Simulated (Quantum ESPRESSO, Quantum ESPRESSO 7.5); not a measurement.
# Al(100), 5 layers: vacuum convergence

Which setting serves for Al(100), 5 layers? The runs below step through one kind of setting.

Calculated with Quantum ESPRESSO 7.5; plane-wave DFT, PBE, PseudoDojo norm-conserving pseudopotentials.

### Step 1. Starting point

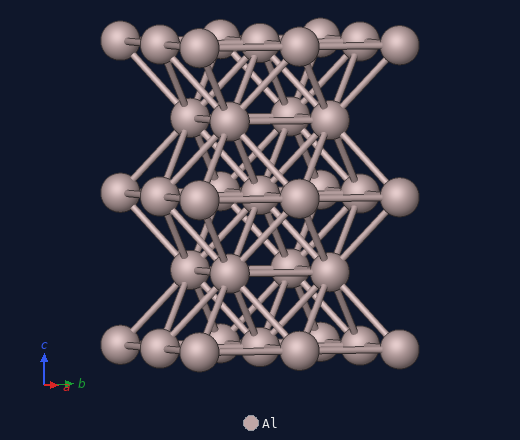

The cell as given, from the side, with the c axis up (aluminium light grey). 2×2×1 cells are drawn. Some periodic images of atoms are drawn too.

The cell holds 5 atoms: 5 Al. Its edges and angles: a = 2.864 Å, b = 2.864 Å, c = 32.100 Å, α = 90.0°, β = 90.0°, γ = 90.0°. It derives from Al. Vacuum lies along c.

### Step 2. SCF with pw.x: 24 Å of vacuum

The first run is the reference of the series.

The input, c0.in:

```
&control
  prefix = 'c0'
  outdir = './out'
  pseudo_dir = './pseudo'
  calculation = 'scf'
  tprnfor = .true.
/
&system
  ibrav = 0
  nat = 5
  ntyp = 1
  ecutwfc = 32
  ecutrho = 128
  occupations = 'smearing'
  smearing = 'mv'
  degauss = 0.02
/
&electrons
  conv_thr = 1e-07
  mixing_beta = 0.4
  electron_maxstep = 120
  mixing_mode = 'local-TF'
/
ATOMIC_SPECIES
  Al  26.9815  Al.dojo-sr-pbe-0.4.1-standard.upf
CELL_PARAMETERS angstrom
  2.86378246380552 0.00000000000000 0.00000000000000
  0.00000000000000 2.86378246380552 0.00000000000000
  0.00000000000000 0.00000000000000 32.10000000000000
ATOMIC_POSITIONS crystal
  Al  0.000000000000 0.000000000000 0.373831775701
  Al  0.500000000000 0.500000000000 0.436915887850
  Al  0.000000000000 0.000000000000 0.500000000000
  Al  0.500000000000 0.500000000000 0.563084112150
  Al  0.000000000000 0.000000000000 0.626168224299
K_POINTS automatic
  8 8 1 0 0 0
```

The run is started by

```bash
> OMP_NUM_THREADS=1 mpirun -n 4 pw.x -nk 4 -in c0.in > c0.out
```

The program printed:

```text
Program PWSCF v.7.5 starts
[citation notice left out]

     Parallel version (MPI & OpenMP), running on       4 processor cores
     Number of MPI processes:                 4
     Threads/MPI process:                     1

     MPI processes distributed on     1 nodes
[...]
Current dimensions of program PWSCF are:
     Max number of different atomic species (ntypx) = 10
     Max number of k-points (npk) =  40000
     Max angular momentum in pseudopotentials (lmaxx) =  4
     Message from routine setup:
     using ibrav=0 with symmetry is DISCOURAGED, use correct ibrav instead

     K-points division:     npool     =       4
     Subspace diagonalization in iterative solution of the eigenvalue problem:
     a serial algorithm will be used

     G-vector sticks info
     --------------------
     sticks:   dense  smooth     PW     G-vecs:    dense   smooth      PW
     Sum         293     293     97                43511    43511    8205

     Using Slab Decomposition

     bravais-lattice index     =            0
     lattice parameter (alat)  =       5.4118  a.u.
     unit-cell volume          =    1776.5674 (a.u.)^3
     number of atoms/cell      =            5
     number of atomic types    =            1
     number of electrons       =        15.00
     number of Kohn-Sham states=           12
     kinetic-energy cutoff     =      32.0000  Ry
     charge density cutoff     =     128.0000  Ry
     scf convergence threshold =      1.0E-07
     mixing beta               =       0.4000
     number of iterations used =            8  local-TF  mixing
     Exchange-correlation= PBE
                           (   1   4   3   4   0   0   0)

     celldm(1)=   5.411765  celldm(2)=   0.000000  celldm(3)=   0.000000
     celldm(4)=   0.000000  celldm(5)=   0.000000  celldm(6)=   0.000000

     crystal axes: (cart. coord. in units of alat)
               a(1) = (   1.000000   0.000000   0.000000 )
               a(2) = (   0.000000   1.000000   0.000000 )
               a(3) = (   0.000000   0.000000  11.208952 )

     reciprocal axes: (cart. coord. in units 2 pi/alat)
               b(1) = (  1.000000  0.000000  0.000000 )
               b(2) = (  0.000000  1.000000  0.000000 )
               b(3) = (  0.000000  0.000000  0.089214 )

     PseudoPot. # 1 for Al read from file:
     ./pseudo/Al.dojo-sr-pbe-0.4.1-standard.upf
     Pseudo is Norm-conserving + core correction, Zval =  3.0
     Generated using ONCVPSP code by D. R. Hamann
     Using radial grid of 1876 points,  6 beta functions with:
                l(1) =   0
                l(2) =   0
                l(3) =   1
                l(4) =   1
                l(5) =   2
                l(6) =   2

     atomic species   valence    mass     pseudopotential
     Al                3.00    26.98150     Al( 1.00)

     16 Sym. Ops., with inversion, found

   Cartesian axes

     site n.     atom                  positions (alat units)
         1        Al     tau(   1) = (   0.0000000   0.0000000   4.1902624  )
         2        Al     tau(   2) = (   0.5000000   0.5000000   4.8973692  )
         3        Al     tau(   3) = (   0.0000000   0.0000000   5.6044760  )
         4        Al     tau(   4) = (   0.5000000   0.5000000   6.3115828  )
         5        Al     tau(   5) = (   0.0000000   0.0000000   7.0186895  )

     number of k points=    15  Marzari-Vanderbilt smearing, width (Ry)=  0.0200
                       cart. coord. in units 2pi/alat
        k(    1) = (   0.0000000   0.0000000   0.0000000), wk =   0.0312500
        k(    2) = (   0.0000000   0.1250000   0.0000000), wk =   0.1250000
        k(    3) = (   0.0000000   0.2500000   0.0000000), wk =   0.1250000
        k(    4) = (   0.0000000   0.3750000   0.0000000), wk =   0.1250000
        k(    5) = (   0.0000000  -0.5000000   0.0000000), wk =   0.0625000
        k(    6) = (   0.1250000   0.1250000   0.0000000), wk =   0.1250000
        k(    7) = (   0.1250000   0.2500000   0.0000000), wk =   0.2500000
        k(    8) = (   0.1250000   0.3750000   0.0000000), wk =   0.2500000
        k(    9) = (   0.1250000  -0.5000000   0.0000000), wk =   0.1250000
        k(   10) = (   0.2500000   0.2500000   0.0000000), wk =   0.1250000
[...]
k(   15) = (  -0.5000000  -0.5000000   0.0000000), wk =   0.0312500

     Dense  grid:    43511 G-vectors     FFT dimensions: (  20,  20, 225)

     Estimated max dynamical RAM per process >      56.22 MB

     Estimated total dynamical RAM >     193.03 MB

     Initial potential from superposition of free atoms

     starting charge      14.9878, renormalised to      15.0000

     negative rho (up, down):  4.368E-05 0.000E+00
     Starting wfcs are   20 randomized atomic wfcs

     total cpu time spent up to now is        0.3 secs

     per-process dynamical memory:    32.2 Mb

     Self-consistent Calculation

     iteration #  1     ecut=    32.00 Ry     beta= 0.40
     Davidson diagonalization with overlap
     ethr =  1.00E-02,  avg # of iterations =  3.7

     negative rho (up, down):  2.702E-08 0.000E+00

     total cpu time spent up to now is        0.8 secs

     total energy              =     -23.11739075 Ry
     estimated scf accuracy    <       0.36325850 Ry

     iteration #  2     ecut=    32.00 Ry     beta= 0.40
[...]
total energy              =     -23.08224414 Ry
     estimated scf accuracy    <       0.21608893 Ry

     iteration #  3     ecut=    32.00 Ry     beta= 0.40
[...]
total energy              =     -23.10338013 Ry
     estimated scf accuracy    <       0.01199799 Ry

     iteration #  4     ecut=    32.00 Ry     beta= 0.40
[...]
total energy              =     -23.10341260 Ry
     estimated scf accuracy    <       0.00965537 Ry

     iteration #  5     ecut=    32.00 Ry     beta= 0.40
[...]
total energy              =     -23.10409827 Ry
     estimated scf accuracy    <       0.01160072 Ry

     iteration #  6     ecut=    32.00 Ry     beta= 0.40
[...]
total energy              =     -23.10393033 Ry
     estimated scf accuracy    <       0.01261720 Ry

     iteration #  7     ecut=    32.00 Ry     beta= 0.40
[...]
negative rho (up, down):  2.149E-03 0.000E+00

[...]
total energy              =     -23.10218826 Ry
     estimated scf accuracy    <       0.01139449 Ry

     iteration #  8     ecut=    32.00 Ry     beta= 0.40
[...]
negative rho (up, down):  2.792E-03 0.000E+00

[...]
total energy              =     -23.10288243 Ry
     estimated scf accuracy    <       0.00154274 Ry

     iteration #  9     ecut=    32.00 Ry     beta= 0.40
[...]
c_bands:  2 eigenvalues not converged
     c_bands:  1 eigenvalues not converged
[...]
negative rho (up, down):  1.039E-02 0.000E+00

[...]
total energy              =     -23.10238327 Ry
     estimated scf accuracy    <       0.00118098 Ry

     iteration # 10     ecut=    32.00 Ry     beta= 0.40
[...]
negative rho (up, down):  1.039E-02 0.000E+00

[...]
total energy              =     -23.10273971 Ry
     estimated scf accuracy    <       0.00219310 Ry

     iteration # 11     ecut=    32.00 Ry     beta= 0.40
[...]
negative rho (up, down):  4.863E-03 0.000E+00

[...]
total energy              =     -23.10239717 Ry
     estimated scf accuracy    <       0.00145635 Ry

     iteration # 12     ecut=    32.00 Ry     beta= 0.40
[...]
negative rho (up, down):  3.221E-03 0.000E+00

[...]
total energy              =     -23.10256612 Ry
     estimated scf accuracy    <       0.00008278 Ry

     iteration # 13     ecut=    32.00 Ry     beta= 0.40
[...]
negative rho (up, down):  8.992E-04 0.000E+00

[...]
total energy              =     -23.10261260 Ry
     estimated scf accuracy    <       0.00019268 Ry

     iteration # 14     ecut=    32.00 Ry     beta= 0.40
[...]
negative rho (up, down):  1.029E-03 0.000E+00

[...]
total energy              =     -23.10260268 Ry
     estimated scf accuracy    <       0.00006407 Ry

     iteration # 15     ecut=    32.00 Ry     beta= 0.40
[...]
negative rho (up, down):  2.542E-04 0.000E+00

[...]
total energy              =     -23.10259865 Ry
     estimated scf accuracy    <       0.00000556 Ry

     iteration # 16     ecut=    32.00 Ry     beta= 0.40
[...]
negative rho (up, down):  6.706E-06 0.000E+00

[...]
total energy              =     -23.10260000 Ry
     estimated scf accuracy    <       0.00001269 Ry

     iteration # 17     ecut=    32.00 Ry     beta= 0.40
[...]
negative rho (up, down):  2.768E-05 0.000E+00

[...]
total energy              =     -23.10260053 Ry
     estimated scf accuracy    <       0.00000114 Ry

     iteration # 18     ecut=    32.00 Ry     beta= 0.40
[...]
negative rho (up, down):  1.797E-05 0.000E+00

[...]
total energy              =     -23.10260055 Ry
     estimated scf accuracy    <       0.00000016 Ry

     iteration # 19     ecut=    32.00 Ry     beta= 0.40
[...]
End of self-consistent calculation

          k = 0.0000 0.0000 0.0000 (  5361 PWs)   bands (ev):

   -11.1718 -10.2641  -8.7625  -6.8067  -4.3535  -2.4927   0.6073   2.6614
     3.5687   3.9826   4.0730   5.0669

          k = 0.0000 0.1250 0.0000 (  5353 PWs)   bands (ev):

   -10.8906  -9.9844  -8.4851  -6.5320  -4.0805  -2.2316   0.8493   1.9860
     2.7116   3.0141   3.8528   4.2673

          k = 0.0000 0.2500 0.0000 (  5424 PWs)   bands (ev):

   -10.0502  -9.1486  -7.6563  -5.7114  -3.2698  -1.4572  -1.3819  -0.5159
     0.8910   1.7298   2.7832   3.7892

          k = 0.0000 0.3750 0.0000 (  5476 PWs)   bands (ev):

    -8.6603  -7.7663  -6.2862  -4.3567  -4.2994  -3.4250  -2.1076  -1.7835
    -0.3570   0.1580   2.2732   3.2033

          k = 0.0000-0.5000 0.0000 (  5434 PWs)   bands (ev):

    -6.7544  -6.7192  -5.9237  -5.7773  -4.3951  -4.3771  -2.6390  -2.3081
    -0.3823   0.3600   1.3431   2.1979

          k = 0.1250 0.1250 0.0000 (  5375 PWs)   bands (ev):

   -10.6100  -9.7052  -8.2083  -6.2578  -3.8083  -1.9703   1.1063   1.6603
     2.4932   3.1511   3.1729   3.8885

[...]
the Fermi energy is    -0.3309 ev

!    total energy              =     -23.10260051 Ry
     estimated scf accuracy    <       0.00000003 Ry
     smearing contrib. (-TS)   =      -0.00226784 Ry
     internal energy E=F+TS    =     -23.10033267 Ry

     The total energy is F=E-TS. E is the sum of the following terms:
     one-electron contribution =    -442.74382545 Ry
     hartree contribution      =     224.13970177 Ry
     xc contribution           =     -10.59828191 Ry
     ewald contribution        =     206.10207293 Ry

     convergence has been achieved in  19 iterations

     Forces acting on atoms (cartesian axes, Ry/au):

     atom    1 type  1   force =     0.00000000    0.00000000   -0.00018414
     atom    2 type  1   force =     0.00000000    0.00000000    0.00068292
     atom    3 type  1   force =     0.00000000    0.00000000    0.00000000
     atom    4 type  1   force =     0.00000000    0.00000000   -0.00068292
     atom    5 type  1   force =     0.00000000    0.00000000    0.00018414

     Total force =     0.001000     Total SCF correction =     0.000224
     SCF correction compared to forces is large: reduce conv_thr to get better values

[...]
=------------------------------------------------------------------------------=
   JOB DONE.
=------------------------------------------------------------------------------=
```

Elapsed: 8.5 s, on 4 MPI ranks of Arm Neoverse V2, shared host; peak memory 0.3 GiB.

This step gave:

- free energy: -314.3269 eV
- Fermi energy: -0.3309 eV

The program's own clock; routines nest. Time by routine:

```csv
routine,wall time (s),calls
PWSCF,7.99,1
electrons,7.6,1
c_bands,4.42,19
cegterg,3.44,76
h_psi,2.92,380
mix_rho,2.11,19
vloc_psi,1.85,380
fftw,1.85,5804
ffts,0.89,1375
sum_band,0.57,19
calbec,0.55,396
add_vuspsi,0.54,380
h_psi:calbec,0.52,380
v_of_rho,0.39,20
```

The run needed 19 iterations to bring the estimated error under 1e-07 Ry; the largest force on any atom, held or free, is 0.02 eV/Å.

### Step 3. Electrostatic potential

plot_num = 11 writes the bare and Hartree potential. It leaves out exchange and correlation, which fade slowly, so it flattens close to the surface.

The input, c0.pot.in:

```
&inputpp
  prefix = 'c0'
  outdir = './out'
  filplot = 'c0.pot.dat'
  plot_num = 11
/
```

The run is started by

```bash
> OMP_NUM_THREADS=1 mpirun -n 4 pp.x -in c0.pot.in > c0.pot.out
```

The program printed:

```text
[banner, memory and clock lines left out]
Program POST-PROC v.7.5 starts

          URL

     ./out/c0.save/

     IMPORTANT: XC functional enforced from input :
     Exchange-correlation= PBE
                           (   1   4   3   4   0   0   0)
     Any further DFT definition will be discarded
     Please, verify this is what you really want

     Calling punch_plot, plot_num =  11
     Writing data to file  c0.pot.dat
     Message from routine chdens:
     namelist plot not found or invalid, exiting
```

The job ended after 0.64 s (4 MPI ranks; peak memory 0.09 GiB).

This step gave:

| Property | Result |
| --- | --- |
| potential in the middle of the vacuum, over the Fermi level | 4.200 eV |

The potential energy, planar mean oscillates, so the rows of the table below give means over windows of 2 Å about each position, cut where the curve ends. Its maxima inside the range that stand out by 2 % of the span (Å: eV): 13.0: -2.09, 15.0: -2.14, 17.1: -2.14, 19.1: -2.09. Its minima: 12.0: -12.4, 14.0: -12.5, 16.1: -12.3, 18.1: -12.5, 20.1: -12.4.

Electrostatic potential energy of an electron; zero at the Fermi level. Table of potential energy, planar mean by z; means over each step:

```csv
z (Å),"potential energy, planar mean (eV)"
1.00,4.20
3.00,4.20
5.00,4.20
7.00,4.20
9.00,4.14
11.00,-1.75
13.00,-6.85
15.00,-6.87
17.00,-6.87
19.00,-6.86
21.00,-2.54
23.00,4.12
25.00,4.20
27.00,4.20
29.00,4.20
31.00,4.20
```

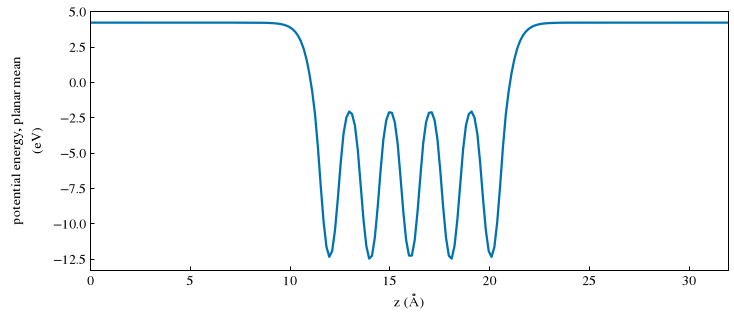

Potential energy, planar mean, plotted against z.

Inside the slab this potential holds the local part of the pseudopotentials, which can be repulsive at the nuclei; only its value in the vacuum has a meaning of its own.

### Step 4. SCF with pw.x: 18 Å of vacuum

The input, c2.in:

```
&control
  prefix = 'c2'
  outdir = './out'
  pseudo_dir = './pseudo'
  calculation = 'scf'
  tprnfor = .true.
/
&system
  ibrav = 0
  nat = 5
  ntyp = 1
  ecutwfc = 32
  ecutrho = 128
  occupations = 'smearing'
  smearing = 'mv'
  degauss = 0.02
/
&electrons
  conv_thr = 1e-07
  mixing_beta = 0.4
  electron_maxstep = 120
  mixing_mode = 'local-TF'
/
ATOMIC_SPECIES
  Al  26.9815  Al.dojo-sr-pbe-0.4.1-standard.upf
CELL_PARAMETERS angstrom
  2.86378246380552 0.00000000000000 0.00000000000000
  0.00000000000000 2.86378246380552 0.00000000000000
  0.00000000000000 0.00000000000000 26.10000000000000
ATOMIC_POSITIONS crystal
  Al  0.000000000000 0.000000000000 0.344827586207
  Al  0.500000000000 0.500000000000 0.422413793103
  Al  0.000000000000 0.000000000000 0.500000000000
  Al  0.500000000000 0.500000000000 0.577586206897
  Al  0.000000000000 0.000000000000 0.655172413793
K_POINTS automatic
  8 8 1 0 0 0
```

The run is started by

```bash
> OMP_NUM_THREADS=1 mpirun -n 4 pw.x -nk 4 -in c2.in > c2.out
```

The program printed:

```text
[banner, memory and clock lines left out]
Program PWSCF v.7.5 starts
[...]
Message from routine setup:
[...]
number of electrons       =        15.00
     number of Kohn-Sham states=           12
     kinetic-energy cutoff     =      32.0000  Ry
     charge density cutoff     =     128.0000  Ry
[...]
number of k points=    15  Marzari-Vanderbilt smearing, width (Ry)=  0.0200
[...]
Dense  grid:    35333 G-vectors     FFT dimensions: (  20,  20, 180)
[...]
negative rho (up, down):  2.664E-05 0.000E+00
     Starting wfcs are   20 randomized atomic wfcs
[...]
estimated scf accuracy    <       0.36326662 Ry
[...]
estimated scf accuracy    <       0.21627821 Ry
[...]
estimated scf accuracy    <       0.01199012 Ry
[...]
estimated scf accuracy    <       0.00966199 Ry
[...]
estimated scf accuracy    <       0.01120609 Ry
[...]
estimated scf accuracy    <       0.01199319 Ry
[...]
negative rho (up, down):  3.085E-03 0.000E+00
[...]
estimated scf accuracy    <       0.01129791 Ry
[...]
negative rho (up, down):  4.105E-03 0.000E+00
[...]
estimated scf accuracy    <       0.00179200 Ry
[...]
negative rho (up, down):  5.024E-03 0.000E+00
[...]
estimated scf accuracy    <       0.00167957 Ry
[...]
negative rho (up, down):  5.079E-03 0.000E+00
[...]
estimated scf accuracy    <       0.00119318 Ry
[...]
negative rho (up, down):  7.824E-04 0.000E+00
[...]
estimated scf accuracy    <       0.00105893 Ry
[...]
negative rho (up, down):  6.602E-04 0.000E+00
[...]
estimated scf accuracy    <       0.00013668 Ry
[...]
negative rho (up, down):  3.019E-05 0.000E+00
[...]
estimated scf accuracy    <       0.00006671 Ry
[...]
negative rho (up, down):  9.496E-05 0.000E+00
[...]
estimated scf accuracy    <       0.00000649 Ry
[...]
negative rho (up, down):  3.995E-05 0.000E+00
[...]
estimated scf accuracy    <       0.00000172 Ry
[...]
negative rho (up, down):  4.167E-06 0.000E+00
[...]
estimated scf accuracy    <       0.00000099 Ry
[...]
the Fermi energy is     0.5586 ev
!    total energy              =     -23.10259859 Ry
     estimated scf accuracy    <       0.00000003 Ry
     smearing contrib. (-TS)   =      -0.00226927 Ry
     internal energy E=F+TS    =     -23.10032931 Ry
[...]
one-electron contribution =    -282.72079931 Ry
     hartree contribution      =     144.62013235 Ry
     xc contribution           =     -10.59829534 Ry
     ewald contribution        =     125.59863298 Ry
     convergence has been achieved in  17 iterations
[...]
Total force =     0.000984     Total SCF correction =     0.000206
[...]
```

Elapsed: 6.1 s, on 4 MPI ranks; peak memory 0.27 GiB; 24 s of CPU time.

Numbers from this step:

* Fermi energy: 0.5586 eV

The program's own clock; routines nest. Time by routine:

```csv
routine,wall time (s),calls
PWSCF,5.57,1
electrons,5.22,1
c_bands,2.91,17
cegterg,2.18,68
h_psi,1.88,283
mix_rho,1.53,17
vloc_psi,1.18,283
fftw,1.17,4852
ffts,0.61,1277
sum_band,0.4,17
calbec,0.36,299
add_vuspsi,0.35,283
h_psi:calbec,0.33,283
v_of_rho,0.3,18
```

### Step 5. Electrostatic potential

The input, c2.pot.in:

```
&inputpp
  prefix = 'c2'
  outdir = './out'
  filplot = 'c2.pot.dat'
  plot_num = 11
/
```

The run is started by

```bash
> OMP_NUM_THREADS=1 mpirun -n 4 pp.x -in c2.pot.in > c2.pot.out
```

Run time: 0.64 s. Hardware: 4 MPI ranks; peak memory 0.09 GiB.

Read from the output:

```
potential in the middle of the vacuum, over the Fermi level : 4.198 eV
```

Counted from each run's own zero (the Fermi level), the vacuum level differs from the first run's by -3 meV.

(Part 1 of 2 ends here.)

[Logs are printed without paths, hosts, clocks, repeated set-up lines and the standing remarks that a program may print on its own settings, such as how far it seeks lower states.]

[Hosts, paths, dates, database ids (printed as entryN), source tags and the programs' standing remarks are cut or masked in the printed files.]

[Maps of the electrostatic potential energy from Ansatz leave out the sawtooth potential of an applied field or a dipole correction, so their vacuum need not be flat; planar profiles and work functions include it.]
